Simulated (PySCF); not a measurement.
Sn(F)(I), FISn, SMILES [Sn]([I])[F] at its CAM-B3LYP/def2-SVP optimised geometry (Å):

```
3

Sn    -1.2312    -0.9630     0.0000
F     -1.5126     0.9630     0.0000
I      1.5126    -0.9630     0.0000
```

Method: CAM-B3LYP/def2-TZVP, def2 effective core potentials past Kr run with PySCF 2.14.0. The core electrons that the potentials of I, Sn replace are not part of the density.

Map of the LUMO amplitude (bohr^(-3/2)) on the plane z = 1.2 Å; orbital energy -2.22 eV, overall sign arbitrary:

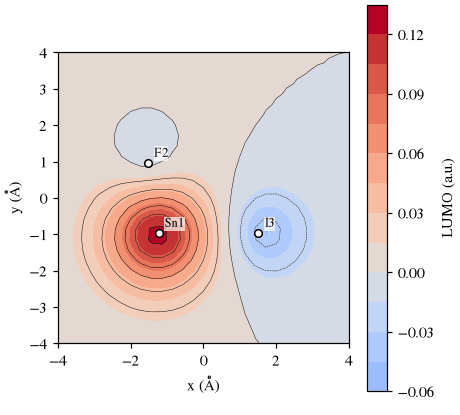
Figure: LUMO amplitude (bohr^(-3/2)) on the plane z = 1.2 Å.
